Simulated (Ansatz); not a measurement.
# CH5BCl3N: a ladder of functionals and wavefunction methods, part 2 of 2

Ansatz 0.2.0, Gaussian basis; functionals in def2-TZVPP, the program's frozen cores in correlated methods.

## Step 17: ωB97M-V (range-separated)

File in.yaml:

```yaml
crystal:
  periodic: [false, false, false]
  atoms:
    - {symbol: C, position_ang: [0.133876, -1.081922, 0.824139]}
    - {symbol: N, position_ang: [0.548424, -0.125419, -0.220774]}
    - {symbol: B, position_ang: [-0.486241, 1.056710, -0.591287]}
    - {symbol: Cl, position_ang: [-2.008442, 0.249700, -1.199378]}
    - {symbol: Cl, position_ang: [0.384946, 2.001252, -1.900760]}
    - {symbol: Cl, position_ang: [-0.735064, 2.032134, 0.933502]}
    - {symbol: H, position_ang: [0.914460, -1.825403, 0.982081]}
    - {symbol: H, position_ang: [-0.787400, -1.561476, 0.501922]}
    - {symbol: H, position_ang: [-0.052523, -0.526829, 1.740490]}
    - {symbol: H, position_ang: [1.415903, 0.337787, 0.045393]}
    - {symbol: H, position_ang: [0.737562, -0.613633, -1.094726]}
basis:
  gaussian: {orbitals: def2-TZVPP}
hamiltonian: {xc: {name: wB97M-V}}
output: {forces: true, orbitals: {seedname: orbitals}}
```

On the command line:

```sh
$ ansatz run in.yaml --threads 4 --pin off --events-out ev --progress --plain --max-ram 11315MiB
```

Output, shortened:

```text
Functional definition: wB97M-V
  name "wB97M-V"
  cite "Mardirossian & Head-Gordon, J. Chem. Phys. 144, 214110 (2016) doi:10.1063/1.4952647"
  cite "Becke, J. Chem. Phys. 107, 8554 (1997) doi:10.1063/1.475007"
  cite "Vydrov & Van Voorhis, J. Chem. Phys. 133, 244103 (2010) doi:10.1063/1.3521275"
  # Of w^i u^j: cxij and so on, Table III.
[...]
  gx(w, u) = 1 - cx + cx01*u + cx10*w
[...]
Atom 7 at    -0.787400    -1.561476     0.501922 Å, force     0.076443     0.028448     0.032684 eV/Å
Atom 8 at    -0.052523    -0.526829     1.740490 Å, force     0.017714    -0.054554    -0.066504 eV/Å
Atom 9 at     1.415903     0.337787     0.045393 Å, force    -0.037268    -0.022265    -0.019492 eV/Å
Atom 10 at     0.737562    -0.613633    -1.094726 Å, force    -0.002508     0.026685     0.039227 eV/Å
Dipole moment:     0.775430    -1.007546     0.379071 e Å
```

Wall time 15 s (4 threads of Arm Neoverse V2, shared host); peak memory 1.4 GiB.

With the free atoms at this level, -40815.302 eV in sum, the atomisation energy is 41.071 eV. HOMO -10.22 eV, LUMO 1.42 eV.

## Step 18: B2PLYP (double hybrid)

Edit in.yaml of step 17 so:

```diff
@@ -16,3 +16,2 @@
   gaussian: {orbitals: def2-TZVPP}
-hamiltonian: {xc: {name: wB97M-V}}
-output: {forces: true, orbitals: {seedname: orbitals}}
+hamiltonian: {xc: {name: B2PLYP}}
```

The command is unchanged.

Output, shortened:

```text
Functional definition: B2PLYP
  name "B2PLYP"
  cite "Grimme, J. Chem. Phys. 124, 034108 (2006) doi:10.1063/1.2148954"
  cite "Becke, Phys. Rev. A 38, 3098 (1988) doi:10.1103/PhysRevA.38.3098"
  cite "Lee, Yang & Parr, Phys. Rev. B 37, 785 (1988) doi:10.1103/PhysRevB.37.785"
[...]
1716 factors; integrals over basis functions are off by at most 8.8e-4 eV
[...]
mean field -40836.46175135 eV, -1500.7122894141 hartree, gradient 7.7e-6 eV, S^2 0.000000; 0 other end points of the search recorded, 0 dependent functions left out
18 core orbitals not correlated: weight in the atoms' cores, before any rotation towards them, 1.000 or more for the frozen orbitals, at most 0.000 for the correlated occupied ones
reference -40836.46193229 eV, -1500.7122960635 hartree; 19, 19 occupied and 252, 252 virtual orbitals, 1716 factors
second order -35.67295625 eV of doubles, -0.00000000 eV of singles
Total energy: -40846.09363048 eV, -1501.0662544433 hartree
```

Wall time 7 s (4 threads of Arm Neoverse V2, shared host); peak memory 0.92 GiB.

With the free atoms at this level, -40805.945 eV in sum, the atomisation energy is 40.148 eV.

## Step 19: PBE-QIDH (double hybrid)

Edit in.yaml of step 18 so:

```diff
@@ -16,2 +16,2 @@
   gaussian: {orbitals: def2-TZVPP}
-hamiltonian: {xc: {name: B2PLYP}}
+hamiltonian: {xc: {name: PBE-QIDH}}
```

Same command.

Output, shortened:

```text
Functional definition: PBE-QIDH
  name "PBE-QIDH"
  cite "Brémond, Sancho-García, Pérez-Jiménez & Adamo, J. Chem. Phys. 141, 031101 (2014) doi:10.1063/1.4890314"
  cite "Perdew, Burke & Ernzerhof, Phys. Rev. Lett. 77, 3865 (1996) doi:10.1103/PhysRevLett.77.3865"
[...]
1716 factors; integrals over basis functions are off by at most 8.8e-4 eV
[...]
mean field -40825.22074459 eV, -1500.2991900351 hartree, gradient 6.5e-6 eV, S^2 0.000000; 0 other end points of the search recorded, 0 dependent functions left out
18 core orbitals not correlated: weight in the atoms' cores, before any rotation towards them, 1.000 or more for the frozen orbitals, at most 0.000 for the correlated occupied ones
reference -40825.22075714 eV, -1500.2991904964 hartree; 19, 19 occupied and 252, 252 virtual orbitals, 1716 factors
second order -33.17778898 eV of doubles, -0.00000000 eV of singles
Total energy: -40836.28002013 eV, -1500.7056109151 hartree
```

It took 7 s on 4 threads of Arm Neoverse V2, shared host; peak memory 0.92 GiB.

Atomisation energy: 40.776 eV (free atoms -40795.504 eV, run apart).

## Step 20: Orbital energies across the functionals

Dipoles come from the runs that computed forces. Levels, from each run's orbital file:

| functional | HOMO (eV) | LUMO (eV) | gap (eV) | dipole (D) |
| --- | --- | --- | --- | --- |
| LDA (SPW92) | -6.72 | -1.02 | 5.70 |  |
| PBE-D4 | -6.57 | -0.84 | 5.72 | 6.18 |
| revPBE-D4 | -6.51 | -0.75 | 5.76 |  |
| BLYP-D4 | -6.39 | -0.86 | 5.53 |  |
| r2SCAN-D4 | -6.92 | -0.21 | 6.71 | 6.36 |
| B97M-V | -7.03 | -0.66 | 6.37 |  |
| PBE0-D4 | -7.97 | -0.01 | 7.96 |  |
| B3LYP-D4 | -7.68 | -0.36 | 7.32 | 6.34 |
| r2SCANh-D4 | -7.43 | 0.05 | 7.48 |  |
| r2SCAN0-D4 | -8.20 | 0.41 | 8.61 |  |
| HSE06-D4 | -7.56 | -0.38 | 7.18 |  |
| BHLYP-D4 | -9.21 | 0.61 | 9.82 |  |
| CAM-B3LYP-D4 | -9.32 | 0.76 | 10.08 |  |
| LC-ωPBE | -10.77 | 2.09 | 12.86 |  |
| ωB97X-V | -10.39 | 1.86 | 12.25 |  |
| ωB97M-V | -10.22 | 1.42 | 11.64 | 6.37 |

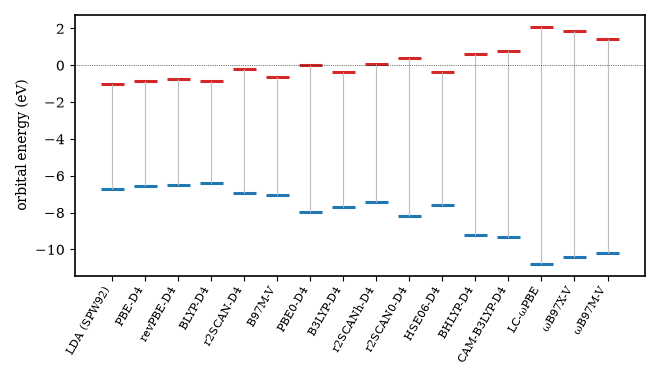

Highest occupied (blue) and lowest empty (red) level by functional.

## Step 21: CCSD(T) in def2-SVP

Edit in.yaml of step 19 so:

```diff
@@ -15,3 +15,3 @@
 basis:
-  gaussian: {orbitals: def2-TZVPP}
-hamiltonian: {xc: {name: PBE-QIDH}}
+  gaussian: {orbitals: def2-SVP}
+correlation: {method: ccsd_t}
```

Same command.

Output, shortened:

```text
Functional definition: HF
  name "HF"
  cite "Fock, Z. Phys. 61, 126 (1930) doi:10.1007/BF01340294"
  parent pbe
[...]
1172 factors; integrals over basis functions are off by at most 1.4e-3 eV
[...]
mean field -40763.98681693 eV, -1498.0488846997 hartree, gradient 9.4e-6 eV, S^2 0.000000; 0 other end points of the search recorded, 0 dependent functions left out
18 core orbitals not correlated: weight in the atoms' cores, before any rotation towards them, 1.000 or more for the frozen orbitals, at most 0.000 for the correlated occupied ones
reference -40763.98681693 eV, -1498.0488846997 hartree; 19, 19 occupied and 84, 84 virtual orbitals, 1172 factors
second order -22.26745926 eV of doubles, -0.00000000 eV of singles
cycle   1  -23.36701887 eV  change    -1.1e0 eV  update   8.9e-2
[...]
cycle   8  -23.93071508 eV  change   -3.3e-6 eV  update   2.1e-5
perturbative correction -0.60661300 eV, -0.0222926164 hartree
Total energy: -40788.52414501 eV, -1498.9506148744 hartree
```

It took 7.5 s on 4 threads of Arm Neoverse V2, shared host; peak memory 0.66 GiB.

## Step 22: CCSD(T) in def2-TZVPP

Edit in.yaml of step 21 so:

```diff
@@ -15,3 +15,4 @@
 basis:
-  gaussian: {orbitals: def2-SVP}
+  gaussian: {orbitals: def2-TZVPP}
 correlation: {method: ccsd_t}
+output: {orbitals: {seedname: orbitals}}
```

Same command.

Output, shortened:

```text
Functional definition: HF
  name "HF"
  cite "Fock, Z. Phys. 61, 126 (1930) doi:10.1007/BF01340294"
  parent pbe
[...]
1716 factors; integrals over basis functions are off by at most 8.8e-4 eV
[...]
mean field -40780.26563945 eV, -1498.6471203928 hartree, gradient 3.5e-6 eV, S^2 0.000000; 0 other end points of the search recorded, 0 dependent functions left out
18 core orbitals not correlated: weight in the atoms' cores, before any rotation towards them, 1.000 or more for the frozen orbitals, at most 0.000 for the correlated occupied ones
reference -40780.26563945 eV, -1498.6471203928 hartree; 19, 19 occupied and 252, 252 virtual orbitals, 1716 factors
second order -29.46703859 eV of doubles, -0.00000000 eV of singles
cycle   1  -30.44821622 eV  change   -9.8e-1 eV  update   1.0e-1
[...]
cycle   8  -31.19485144 eV  change    1.5e-5 eV  update   3.0e-5
perturbative correction -1.33174737 eV, -0.0489408131 hartree
Total energy: -40812.79223826 eV, -1499.8424508518 hartree
```

Wall time 5 min (4 threads of Arm Neoverse V2, shared host); peak memory 8.8 GiB.

## Step 23: MP2 in def2-QZVPP

Edit in.yaml of step 22 so:

```diff
@@ -15,4 +15,3 @@
 basis:
-  gaussian: {orbitals: def2-TZVPP}
-correlation: {method: ccsd_t}
-output: {orbitals: {seedname: orbitals}}
+  gaussian: {orbitals: "def2-QZVPP.json"}
+correlation: {method: mp2}
```

The command is unchanged.

Output, shortened:

```text
Functional definition: HF
  name "HF"
  cite "Fock, Z. Phys. 61, 126 (1930) doi:10.1007/BF01340294"
  parent pbe
[...]
3163 factors; integrals over basis functions are off by at most 8.4e-4 eV
[...]
mean field -40781.44438585 eV, -1498.6904385243 hartree, gradient 4.2e-6 eV, S^2 0.000000; 0 other end points of the search recorded, 0 dependent functions left out
18 core orbitals not correlated: weight in the atoms' cores, before any rotation towards them, 1.000 or more for the frozen orbitals, at most 0.000 for the correlated occupied ones
reference -40781.44438585 eV, -1498.6904385243 hartree; 19, 19 occupied and 494, 494 virtual orbitals, 3163 factors
second order -32.01020255 eV of doubles, -0.00000000 eV of singles
Total energy: -40813.45458840 eV, -1499.8667917706 hartree
```

Wall time 27 s (4 threads of Arm Neoverse V2, shared host); peak memory 4.2 GiB.

The pieces so far (eV):

| basis | HF | MP2 correlation | CCSD correlation | (T) | total |
| --- | --- | --- | --- | --- | --- |
| def2-SVP | -40763.9868 | -22.2675 | -23.9307 | -0.6066 | -40788.5241 |
| def2-TZVPP | -40780.2656 | -29.4670 | -31.1949 | -1.3317 | -40812.7922 |
| def2-QZVPP | -40781.4444 | -32.0102 |  |  | -40813.4546 (MP2) |

The report of the def2-TZVPP run gives T1 = 0.0085.

## Step 24: The basis-set limit

No new run: Hartree-Fock is extrapolated as exp(−7.88√X) and correlation as X^−2.97, with X = 3 and 4; only MP2 was run in the larger set, so CCSD(T) minus MP2 is added from the smaller one.

| level | energy at the limit (eV) |
| --- | --- |
| HF | -40781.6067 |
| MP2 | -40815.5008 |
| CCSD | -40817.2286 |
| CCSD(T) | -40818.5603 |

## Step 25: RPA on PBE orbitals

Edit in.yaml of step 23 so:

```diff
@@ -15,3 +15,4 @@
 basis:
-  gaussian: {orbitals: "def2-QZVPP.json"}
-correlation: {method: mp2}
+  gaussian: {orbitals: def2-TZVPP}
+hamiltonian: {xc: pbe}
+correlation: {method: rpa}
```

Same command.

Output, shortened:

```text
Functional definition: PBE
  name "PBE"
  cite "Perdew, Burke & Ernzerhof, Phys. Rev. Lett. 77, 3865 (1996) doi:10.1103/PhysRevLett.77.3865"
  parent pbe
[...]
1716 factors; integrals over basis functions are off by at most 8.8e-4 eV
[...]
mean field -40839.73708330 eV, -1500.8326556432 hartree, gradient 3.8e-6 eV, S^2 0.000000; 0 other end points of the search recorded, 0 dependent functions left out
18 core orbitals not correlated: weight in the atoms' cores, before any rotation towards them, 1.000 or more for the frozen orbitals, at most 0.000 for the correlated occupied ones
reference -40778.53077848 eV, -1498.5833654284 hartree; 19, 19 occupied and 252, 252 virtual orbitals, 1716 factors
Total energy: -40826.47295255 eV, -1500.3452078289 hartree
```

It took 6.5 s on 4 threads of Arm Neoverse V2, shared host; peak memory 0.82 GiB.

RPA correlation: -47.942 eV. No RPA run of the hydrogen atom was made, so RPA has no atomisation energy below.

## Step 26: The ladder

Free atoms (1 C, 1 N, 1 B, 3 Cl, 5 H) were run apart at each level; the atomisation energy is their sum less the molecule, without zero-point or spin-orbit terms.

Differences are taken before rounding.

| method | rung | atoms, summed (eV) | atomisation energy (eV) | from CCSD(T)/CBS (eV) | time |
| --- | --- | --- | --- | --- | --- |
| LDA (SPW92) | LDA | -40661.219 | 47.006 | +6.281 | 1.6 s |
| PBE-D4 | GGA | -40798.346 | 41.745 | +1.020 | 3.3 s |
| revPBE-D4 | GGA | -40811.783 | 40.750 | +0.025 | 2.5 s |
| BLYP-D4 | GGA | -40817.793 | 40.448 | -0.277 | 2.5 s |
| r2SCAN-D4 | meta-GGA | -40814.388 | 40.955 | +0.230 | 6 s |
| B97M-V | meta-GGA | -40809.030 | 41.008 | +0.283 | 11 s |
| PBE0-D4 | hybrid | -40802.520 | 41.111 | +0.386 | 4.3 s |
| B3LYP-D4 | hybrid | -40820.866 | 40.578 | -0.147 | 6.5 s |
| r2SCANh-D4 | hybrid | -40814.401 | 40.733 | +0.008 | 7 s |
| r2SCAN0-D4 | hybrid | -40814.437 | 40.417 | -0.308 | 7 s |
| HSE06-D4 | hybrid | -40801.649 | 41.137 | +0.412 | 4.6 s |
| BHLYP-D4 | hybrid | -40818.535 | 39.522 | -1.203 | 4.4 s |
| CAM-B3LYP-D4 | range-separated | -40818.518 | 40.751 | +0.026 | 4.8 s |
| LC-ωPBE | range-separated | -40806.883 | 40.546 | -0.178 | 3.2 s |
| ωB97X-V | range-separated | -40812.377 | 40.892 | +0.167 | 10 s |
| ωB97M-V | range-separated | -40815.302 | 41.071 | +0.346 | 15 s |
| B2PLYP | double hybrid | -40805.945 | 40.148 | -0.577 | 7 s |
| PBE-QIDH | double hybrid | -40795.504 | 40.776 | +0.051 | 7 s |
| HF/def2-TZVPP | wavefunction | -40750.606 | 29.659 | -11.066 |  |
| MP2/def2-TZVPP | wavefunction | -40769.106 | 40.627 | -0.098 |  |
| CCSD/def2-TZVPP | wavefunction | -40772.588 | 38.873 | -1.852 |  |
| CCSD(T)/def2-SVP | wavefunction | -40749.862 | 38.662 | -2.063 | 7.5 s |
| CCSD(T)/def2-TZVPP | wavefunction | -40773.211 | 39.581 | -1.143 | 5 min |
| MP2/CBS | wavefunction | -40773.730 | 41.771 | +1.046 |  |
| CCSD(T)/CBS | wavefunction | -40777.835 | 40.725 | 0 | 5.5 min |

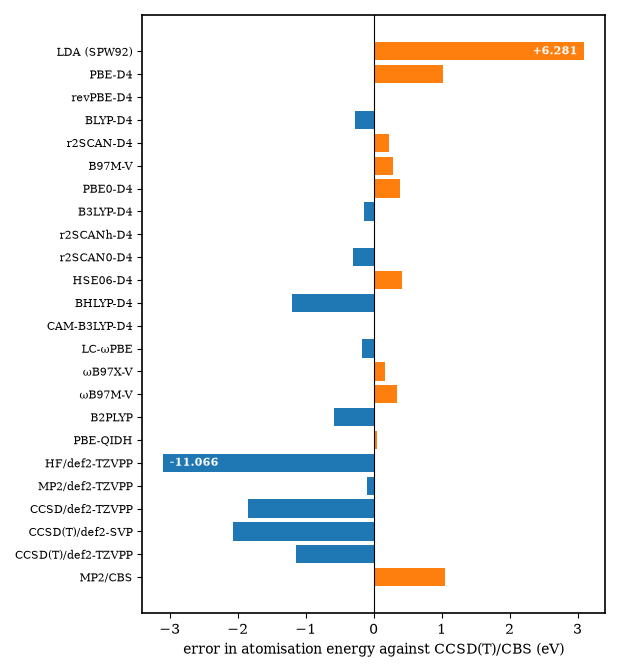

Error of each method against CCSD(T)/CBS. Bars with a number in them are cut short.

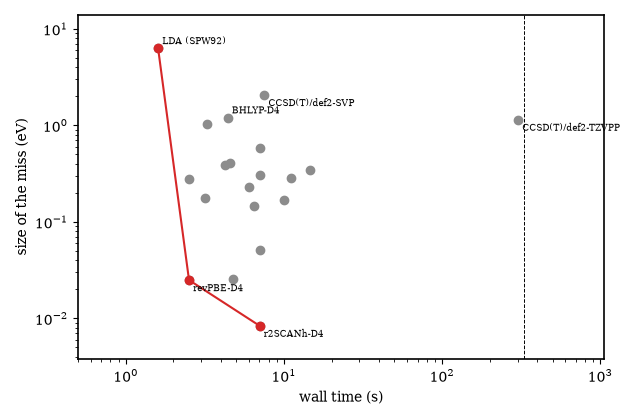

Accuracy for the time spent; red marks the levels that beat every quicker one drawn (of those quicker than the yardstick), and the dashed line is the time of CCSD(T)/CBS. Only those levels and the largest misses are named. Times are from a shared host.

LDA (SPW92), LC-ωPBE, B2PLYP, PBE-QIDH carry no dispersion term (for B3LYP, D4 adds 0.575 eV).

Times are those of the molecule's run; HF, MP2 and CCSD come out of the CCSD(T) runs, and the limit's time is the sum of the runs that it needs.

## Step 27: What came out

What follows sums up all 2 parts.

| quantity | value |
| --- | --- |
| atomisation energy, CCSD(T)/CBS | 40.725 eV |
| functionals within 0.204 eV (0.5 %) | revPBE-D4, B3LYP-D4, r2SCANh-D4, CAM-B3LYP-D4, LC-ωPBE, ωB97X-V, PBE-QIDH |
| farthest beyond LDA | BHLYP-D4 (-1.203 eV) |
| mean size of error, GGA | 0.441 eV |
| mean size of error, meta-GGA | 0.257 eV |
| mean size of error, hybrid | 0.411 eV |
| mean size of error, range-separated | 0.179 eV |
| mean size of error, double hybrid | 0.314 eV |
| gap, smallest and largest | 5.53 eV (BLYP-D4), 12.86 eV (LC-ωPBE) |
| T1 diagnostic | 0.0085 |
| triples share of the correlation energy | 4.1 % |

What this shows: LDA overbinds by 6.281 eV (15 %). PBE-D4 is off by +1.020 eV. Double hybrids carry the basis error of their MP2 part in triple zeta, and no dispersion term here, so their miss is partly the set-up's. Taken by rung, range-separated functionals do best (0.179 eV on average) and GGA ones worst beyond LDA (0.441 eV). hybrid functionals lie within the reference's doubt of that worst mean (0.411 eV), so those two tie. The gap between the best rungs is small, so their order is not settled. The reference freezes the cores and leaves out relativity and excitations past (T), so misses under about 0.204 eV can't be ranked. Hartree-Fock recovers 73 % of the binding; the rest is correlation. CCSD(T) in def2-SVP is off by -2.063 eV, more than most functionals: a good method in a small basis is no reference. Orbital gaps span 5.5 to 12.9 eV; exact exchange widens them.

r2SCANh-D4 reaches 0.008 eV from the reference in 7 s, where CCSD(T)/CBS took 5.5 min; the quickest level in the cost chart, LDA (SPW92), takes 1.6 s and misses by 6.281 eV.
